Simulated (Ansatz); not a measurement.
# F2 (fluorine) at B3LYP/cc-pVTZ

What is the vertical singlet–triplet gap of F2 (fluorine) at B3LYP/cc-pVTZ? 

The calculation is run with Ansatz 0.2.0.

## Step 1: The structure to begin with

The species is F2 (2 atoms), typed as a singlet with charge 0. SMILES: `FF`. The shape is that of a PBE0-D4/def2-TZVP optimisation.

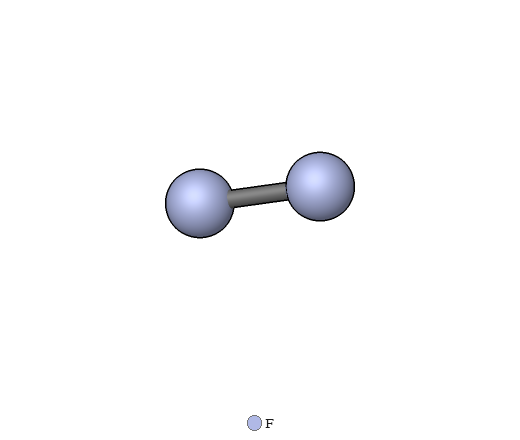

The structure, seen from a chosen angle (fluorine light blue).

## Step 2: A single-point energy at B3LYP/cc-pVTZ

input.yaml reads:

```yaml
basis:
  gaussian: {orbitals: cc-pVTZ}
crystal:
  periodic: [false, false, false]
  atoms:
    - {symbol: F, position_ang: [-0.583900, 0.212400, -0.295000]}
    - {symbol: F, position_ang: [0.583900, -0.212400, 0.295000]}
hamiltonian: {xc: {name: B3LYP}}
accuracy: high
output: {orbitals: {seedname: orbitals}}
```

On the command line:

```
$ ansatz run input.yaml --threads 1 --pin off --max-ram 3480MiB --events-out events.jsonl --progress --plain --runs-dir runs
```

The log of the run:

```text
Warning: RAYON_NUM_THREADS=1 ignored (pool sized by the plan → 1); use --threads N
Functional definition: B3LYP
  name "B3LYP"
  parameter a0 = 0.2
  parameter ax = 0.72
  parameter ac = 0.81
  exchange = (1 - a0 - ax)*slater_x + ax*b88_x + a0*exact_x
  correlation = (1 - ac)*vwn_rpa_c + ac*lyp_c
852 factors; integrals over basis functions are off by at most 2.5e-9 eV
mean field evaluation 1: about -5430.7182 eV, gradient 1.7e1 eV
mean field evaluation 2: about -5430.9290 eV, gradient 8.7e0 eV
mean field evaluation 4: about -5431.0076 eV, gradient 4.4e-1 eV
mean field evaluation 8: about -5431.0130 eV, gradient 2.3e-3 eV
mean field evaluation 16: about -5431.0130 eV, gradient 3.3e-9 eV
mean field -5431.01296797 eV, -199.5860453001 hartree, gradient 2.5e-9 eV, S^2 0.000000; 0 other end points of the search recorded, 0 dependent functions left out
reference -5431.01298159 eV, -199.5860458006 hartree; 9, 9 occupied and 51, 51 virtual orbitals, 852 factors
Total energy: -5431.01298159 eV, -199.5860458006 hartree
```

It took 1.4 s on 1 thread of Intel Xeon Platinum 8488C (Sapphire Rapids), shared host; peak memory 0.12 GiB.

## Step 3: The triplet

run.yaml reads:

```yaml
crystal:
  periodic: [false, false, false]
  atoms:
    - {symbol: F, position_ang: [-0.583900, 0.212400, -0.295000]}
    - {symbol: F, position_ang: [0.583900, -0.212400, 0.295000]}
basis:
  gaussian:
    orbitals: cc-pVTZ
magnetization:
  spin_polarized: true
  initial_magnetization: 2
hamiltonian:
  xc: {name: B3LYP}
accuracy: high
output: {orbitals: {seedname: orbitals}}
```

On the command line:

```
$ ansatz run run.yaml --threads 1 --pin off --max-ram 3480MiB --events-out events.jsonl --progress --plain --runs-dir runs
```

The log of the run:

```text
Warning: RAYON_NUM_THREADS=1 ignored (pool sized by the plan → 1); use --threads N
Functional definition: B3LYP
  name "B3LYP"
  parameter a0 = 0.2
  parameter ax = 0.72
  parameter ac = 0.81
  exchange = (1 - a0 - ax)*slater_x + ax*b88_x + a0*exact_x
  correlation = (1 - ac)*vwn_rpa_c + ac*lyp_c
852 factors; integrals over basis functions are off by at most 2.5e-9 eV
mean field evaluation 1: about -5427.1798 eV, gradient 1.1e1 eV
mean field evaluation 2: about -5427.3212 eV, gradient 7.1e0 eV
mean field evaluation 4: about -5427.4317 eV, gradient 3.2e-1 eV
mean field evaluation 8: about -5427.5297 eV, gradient 1.0e-2 eV
mean field evaluation 16: about -5427.5297 eV, gradient 2.1e-7 eV
mean field -5427.52974487 eV, -199.4580392122 hartree, gradient 2.1e-8 eV, S^2 2.006817; 0 other end points of the search recorded, 0 dependent functions left out
reference -5427.52975771 eV, -199.4580396842 hartree; 10, 8 occupied and 50, 52 virtual orbitals, 852 factors
Total energy: -5427.52975771 eV, -199.4580396842 hartree
```

Wall time 1.8 s (1 thread of Intel Xeon Platinum 8488C (Sapphire Rapids), shared host); peak memory 0.15 GiB.

## Step 4: What came out

Level: B3LYP/cc-pVTZ.

| quantity | value |
| --- | --- |
| singlet: total energy | -199.58605 Eh |
| singlet: HOMO energy | -11.12 eV |
| singlet: LUMO energy | -3.53 eV |
| singlet: HOMO–LUMO gap | 7.59 eV |
| triplet: total energy | -199.45804 Eh |
| triplet: HOMO energy (highest over α and β) | -7.43 eV |
| triplet: LUMO energy (lowest over α and β) | -6.85 eV |
| triplet: ⟨S²⟩ | 2.007 |
| vertical energy of the triplet above the singlet | 3.483 eV |

In words: At this shape the triplet lies 3.48 eV (80 kcal/mol) above the singlet.
